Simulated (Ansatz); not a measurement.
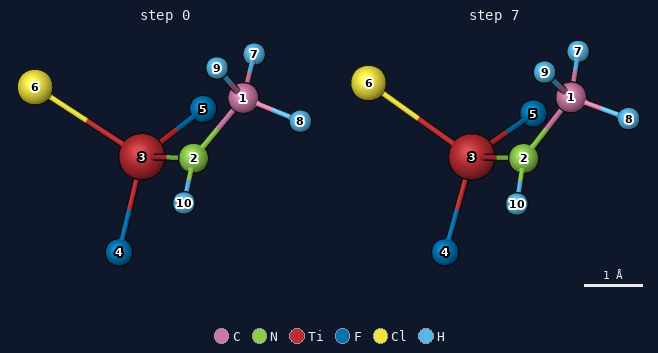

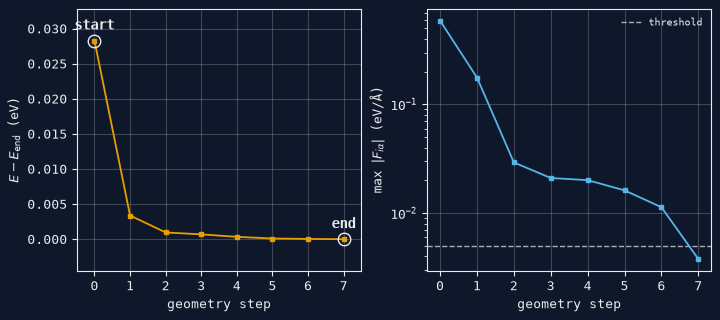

First and last geometry of a relaxation of CH4ClF2NTi, with the history of the run. The picture is a ball-and-stick view, seen from a free direction.

The start comes from PBE-D4/def2-SVP.

Level of theory: RKS PBE0-D4/def2-TZVP (Ansatz).

The input:
```yaml
crystal:
  periodic: [false, false, false]
  atoms:
    - {symbol: C, position_ang: [-1.003158, -0.893472, 0.600239]}
    - {symbol: N, position_ang: [-0.119997, -0.464622, -0.466839]}
    - {symbol: Ti, position_ang: [1.119208, 0.910570, -0.379373]}
    - {symbol: F, position_ang: [2.281529, 0.640864, -1.663189]}
    - {symbol: F, position_ang: [1.766760, 0.888002, 1.253723]}
    - {symbol: Cl, position_ang: [0.046996, 2.832649, -0.691529]}
    - {symbol: H, position_ang: [-0.723087, -0.388505, 1.546990]}
    - {symbol: H, position_ang: [-0.934773, -1.990326, 0.778064]}
    - {symbol: H, position_ang: [-2.067855, -0.644579, 0.389226]}
    - {symbol: H, position_ang: [-0.282623, -0.941780, -1.364212]}
basis:
  gaussian: {orbitals: def2-TZVP}
hamiltonian: {xc: pbe0, dispersion: d4}
relax: {f_tol: 0.005, max_steps: 150}
```

Run as
```bash
ansatz run in.yaml --threads 2 --pin off --events-out ev --progress --plain --max-ram 32768MiB --backend cuda --devices 0, --max-vram 18GiB
```

Q: Read the history and describe the run.

A: It converged. The energy falls by 0.028 eV in 7 geometry steps. The largest force component goes from 0.59 to 0.0038 eV/Å. The largest move after the best rigid fit is that of H7, 0.11 Å. By element the largest moves are H 0.11 Å, Cl 0.10 Å, F 0.09 Å, N 0.03 Å, C 0.03 Å, Ti 0.01 Å. Among the contacts that change: C1–H7 1.109 → 1.092 Å, N2–H10 1.029 → 1.014 Å, N2–Ti3 1.853 → 1.838 Å, Ti3–Cl6 2.223 → 2.211 Å. The run took about 30 s of wall time on a shared GPU.

```json
{"step": "0", "E − E(0), eV": "0.0000", "largest force component, eV/Å": "0.5895"}
{"step": "1", "E − E(0), eV": "-0.0249", "largest force component, eV/Å": "0.1769"}
{"step": "2", "E − E(0), eV": "-0.0273", "largest force component, eV/Å": "0.0293"}
{"step": "3", "E − E(0), eV": "-0.0276", "largest force component, eV/Å": "0.0211"}
{"step": "4", "E − E(0), eV": "-0.0280", "largest force component, eV/Å": "0.0201"}
{"step": "5", "E − E(0), eV": "-0.0282", "largest force component, eV/Å": "0.0162"}
{"step": "6", "E − E(0), eV": "-0.0283", "largest force component, eV/Å": "0.0113"}
{"step": "7", "E − E(0), eV": "-0.0283", "largest force component, eV/Å": "0.0038"}
```
